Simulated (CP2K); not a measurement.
# CH2BN− (SMILES [BH2-]C#N) at PM3

What is the vertical doublet–quartet gap of CH2BN− at PM3? 

The results are computed with CP2K 2026.2.

3 further runs of the same task are left out: 3 set aside as unsound or not needed.

## 1. The structure to begin with

The species is CH2BN− (5 atoms), meant as a doublet with charge -1. As SMILES, `[BH2-]C#N`. The coordinates come from a GFN2-xTB relaxation.

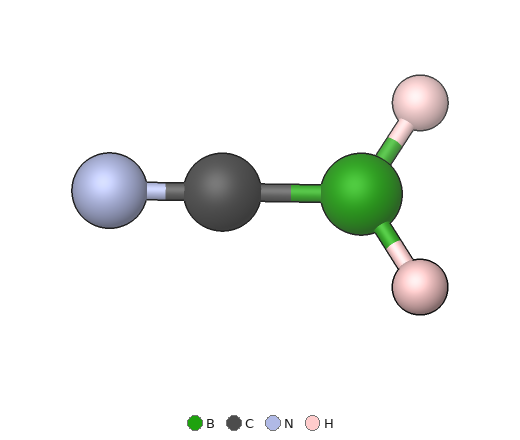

Viewed from a chosen angle; boron green, carbon dark grey, nitrogen light blue, hydrogen pink.

## 2. Energy and gradient at PM3

The input, molecule.pdb:

```
HETATM    1 B    MOL A   1      -0.479   0.201  -0.246  1.00  0.00           B
HETATM    2 C    MOL A   1       0.740  -0.311   0.381  1.00  0.00           C
HETATM    3 N    MOL A   1       1.729  -0.728   0.890  1.00  0.00           N
HETATM    4 H    MOL A   1      -0.889  -0.272  -1.281  1.00  0.00           H
HETATM    5 H    MOL A   1      -1.101   1.109   0.256  1.00  0.00           H
END
```

The input, gas.inp:

```
&GLOBAL
   PROJECT gas
   RUN_TYPE ENERGY_FORCE
   PRINT_LEVEL MEDIUM
&END GLOBAL

&FORCE_EVAL
   METHOD Quickstep
   &DFT
      CHARGE -1
      MULTIPLICITY 2
      LSD T
      &QS
         METHOD PM3
         EPS_DEFAULT 1.0E-10
         &SE
            &COULOMB
               CUTOFF [angstrom] 50
               RC_RANGE [angstrom] 0
            &END COULOMB
            &EXCHANGE
               CUTOFF [angstrom] 50
               RC_RANGE [angstrom] 0
            &END EXCHANGE
         &END SE
      &END QS
      &POISSON
         PERIODIC NONE
         POISSON_SOLVER ANALYTIC
      &END POISSON
      &SCF
         SCF_GUESS ATOMIC
         EPS_SCF 1.0E-06
         MAX_SCF 100
         ADDED_MOS 8
         &DIAGONALIZATION
            ALGORITHM STANDARD
         &END DIAGONALIZATION
         &MIXING
            METHOD DIRECT_P_MIXING
            ALPHA 0.4
         &END MIXING
      &END SCF
      &PRINT
         &MOMENTS
            PERIODIC F
            REFERENCE COM
            MAX_MOMENT 1
         &END MOMENTS
         &MO ON
            ENERGIES T
            OCCUPATION_NUMBERS T
            NDIGITS 6
            &EACH
               QS_SCF 0
            &END EACH
            ADD_LAST NUMERIC
         &END MO
         &HIRSHFELD OFF
         &END HIRSHFELD
      &END PRINT
   &END DFT
   &SUBSYS
      &CELL
         ABC [angstrom] 12.8 11.8 12.2
         PERIODIC NONE
      &END CELL
      &TOPOLOGY
         COORD_FILE_NAME molecule.pdb
         COORD_FILE_FORMAT PDB
         CONN_FILE_FORMAT OFF
         &CENTER_COORDINATES
         &END CENTER_COORDINATES
      &END TOPOLOGY
   &END SUBSYS
   &PRINT
      &FORCES ON
      &END FORCES
   &END PRINT
&END FORCE_EVAL
```

The run is started by

```
$ OMP_NUM_THREADS=1 cp2k.psmp -i gas.inp > gas.out 2>&1
```

Log:

```text
CP2K| version string:                                       CP2K version 2026.2
[...]
 GLOBAL| Method name                                                        CP2K
[...]
 GLOBAL| Run type                                                   ENERGY_FORCE
[...]
 *** WARNING in qs_environment.F:2191 :: More ADDED_MOs requested for beta ***
 *** spin than available.                                                  ***
 *** WARNING in qs_environment.F:2210 :: More added MOs requested than     ***
 *** available. The full set of unoccupied MOs will be used. Use           ***
 *** 'ADDED_MOS -1' to always use all available MOs and to get rid of this ***
[...]
                             - Atoms:                                          5
[...]
                             - Spherical basis functions:                     14
[...]
 Number of electrons:                                                          8
[...]
     1 P_Mix/Diag. 0.40E+00    0.0     0.37158231       -10.0866074558 -1.01E+01
[...]
    21 DIIS/Diag.  0.34E-06    0.0     0.00000069       -13.5478894130 -5.71E-12
  *** SCF run converged in    21 steps ***
  Core-core repulsion energy [eV]:                            484.38036910576733
  Core Hamiltonian energy [eV]:                              -589.95851452339025
  Two-electron integral energy [eV]:                         -526.15734769211372
  Electronic energy [eV]:                                    -853.03718836944711
  Total energy [eV]:                                         -368.65681926367972
  Atomic reference energy [eV]:                               369.81402331635439
  Heat of formation [kcal/mol]:                                26.68576152228038
[...]
 SE_DIPOLE| Moment [Debye]         -0.72773373       0.30514099      -0.37461733
 SE_DIPOLE| Derivative [a.u.]       0.00000000       0.00000000       0.00000000
 ENERGY| Total FORCE_EVAL ( QS ) energy [hartree]            -13.547889413015188
 FORCES| Atomic forces [hartree/bohr]
 FORCES|   Atom     x               y               z               |f|
 FORCES|      1 -3.89924864E-03  1.73590352E-03 -2.05199737E-03   4.73584145E-03
 FORCES|      2  2.08777718E-02 -8.87629301E-03  1.07909032E-02   2.51219729E-02
 FORCES|      3 -1.80957900E-02  7.67206294E-03 -9.32085831E-03   2.17530818E-02
 FORCES|      4 -1.33458048E-04  4.10348141E-03  5.13140542E-03   6.57173434E-03
 FORCES|      5  1.25072497E-03 -4.63515486E-03 -4.54945295E-03   6.61411337E-03
 FORCES| Sum    -1.11022302E-16  1.38777878E-17 -1.38777878E-17
 FORCES| Total atomic force                                       1.12743681E-16
[...]
```

It took 1.1 s on 1 thread of Intel Xeon Platinum 8488C (Sapphire Rapids), shared host; peak memory 0.19 GiB.

## 3. The quartet at the same level

molecule.pdb is that of step 2.

The input, job.inp:

```
&GLOBAL
 PROJECT_NAME job
 RUN_TYPE ENERGY_FORCE
 PRINT_LEVEL MEDIUM
&END

&FORCE_EVAL
 METHOD QUICKSTEP
 &DFT
  CHARGE -1
  MULTIPLICITY 4
  UNRESTRICTED_KOHN_SHAM T
  # Quickstep
  &QS
   METHOD PM3
   EPS_DEFAULT 1.0E-10
   &SE
    &COULOMB
     CUTOFF [angstrom] 50
     RC_RANGE [angstrom] 0
    &END
    &EXCHANGE
     CUTOFF [angstrom] 50
     RC_RANGE [angstrom] 0
    &END
   &END
  &END
  &POISSON
   PERIODIC NONE
   POISSON_SOLVER ANALYTIC
  &END
  &SCF
   SCF_GUESS ATOMIC
   EPS_SCF 1.0E-06
   MAX_SCF 80
   ADDED_MOS 8
   &DIAGONALIZATION
    ALGORITHM STANDARD
   &END
   &MIXING
    METHOD DIRECT_P_MIXING
    ALPHA 0.4
   &END
  &END
  &PRINT
   &MOMENTS
    PERIODIC F
    REFERENCE COM
    MAX_MOMENT 1
   &END
   &MO ON
    ENERGIES T
    OCCUPATION_NUMBERS T
    NDIGITS 6
    &EACH
     QS_SCF 0
    &END
    ADD_LAST NUMERIC
   &END
   &HIRSHFELD OFF
   &END
  &END
 &END
 # atoms, cell and kinds
 &SUBSYS
  &CELL
   ABC 12.8 11.8 12.2
   PERIODIC NONE
  &END
  &TOPOLOGY
   COORD_FILE_NAME molecule.pdb
   COORD_FILE_FORMAT PDB
   CONN_FILE_FORMAT OFF
   &CENTER_COORDINATES
   &END
  &END
 &END
 # extra output
 &PRINT
  &FORCES ON
  &END
 &END
&END
```

The run is started by

```
$ OMP_NUM_THREADS=1 cp2k.psmp -i job.inp > job.out 2>&1
```

Log:

```text
CP2K| version string:                                       CP2K version 2026.2
[...]
 GLOBAL| Method name                                                        CP2K
[...]
 GLOBAL| Run type                                                   ENERGY_FORCE
[...]
 *** WARNING in qs_environment.F:2210 :: More added MOs requested than     ***
 *** available. The full set of unoccupied MOs will be used. Use           ***
 *** 'ADDED_MOS -1' to always use all available MOs and to get rid of this ***
[...]
                             - Atoms:                                          5
[...]
                             - Spherical basis functions:                     14
[...]
 Number of electrons:                                                          9
[...]
     1 P_Mix/Diag. 0.40E+00    0.0     0.33476025       -10.0866074558 -1.01E+01
[...]
    31 DIIS/Diag.  0.16E-06    0.0     0.00000023       -13.3848113821 -4.42E-12
  *** SCF run converged in    31 steps ***
  Core-core repulsion energy [eV]:                            484.38036910576733
  Core Hamiltonian energy [eV]:                              -584.47729420549001
  Two-electron integral energy [eV]:                         -528.24463053029376
  Electronic energy [eV]:                                    -848.59960947063678
  Total energy [eV]:                                         -364.21924036486956
  Atomic reference energy [eV]:                               369.81402331635439
  Heat of formation [kcal/mol]:                               129.01877008394322
[...]
 SE_DIPOLE| Moment [Debye]         -0.55594101       0.23416293      -0.28599439
 SE_DIPOLE| Derivative [a.u.]       0.00000000       0.00000000       0.00000000
 ENERGY| Total FORCE_EVAL ( QS ) energy [hartree]            -13.384811382061791
 FORCES| Atomic forces [hartree/bohr]
 FORCES|   Atom     x               y               z               |f|
 FORCES|      1  1.85269991E-02 -7.71253949E-03  9.45863912E-03   2.21855542E-02
 FORCES|      2 -2.32968640E-01  9.81783438E-02 -1.19788470E-01   2.79754628E-01
 FORCES|      3  2.16567655E-01 -9.13004215E-02  1.11420056E-01   2.60099490E-01
 FORCES|      4 -1.53981751E-03  3.37600471E-03  2.72407102E-03   4.60315204E-03
 FORCES|      5 -5.86196234E-04 -2.54138758E-03 -3.81429647E-03   4.62072877E-03
 FORCES| Sum     1.38777878E-16  8.32667268E-17  5.55111512E-17
 FORCES| Total atomic force                                       1.71096859E-16
[...]
```

Run time: 1.2 s. Hardware: 1 thread of Intel Xeon Platinum 8488C (Sapphire Rapids), shared host; peak memory 0.19 GiB.

## 4. What came out

At PM3:

| quantity | value |
| --- | --- |
| doublet: total energy | -13.54789 Eh |
| doublet: HOMO energy (highest over α and β) | -0.99 eV |
| doublet: LUMO energy (lowest over α and β) | 4.38 eV |
| doublet: heat of formation at this unrelaxed shape | 26.7 kcal/mol |
| doublet: largest force on an atom | 1.292 eV/Å |
| quartet: total energy | -13.38481 Eh |
| quartet: HOMO energy (highest over α and β) | -0.96 eV |
| quartet: LUMO energy (lowest over α and β) | 3.31 eV |
| quartet: heat of formation at this unrelaxed shape | 129.0 kcal/mol |
| quartet: largest force on an atom | 14.386 eV/Å |
| vertical energy of the quartet above the doublet | 4.438 eV |

**Reading.** At this shape the quartet lies 4.44 eV (428 kJ/mol) above the doublet. For an anion a state so high probably lies above electron detachment. The largest force (doublet) is 1.29 eV/Å: the shape isn't a stationary point for this species at this level.
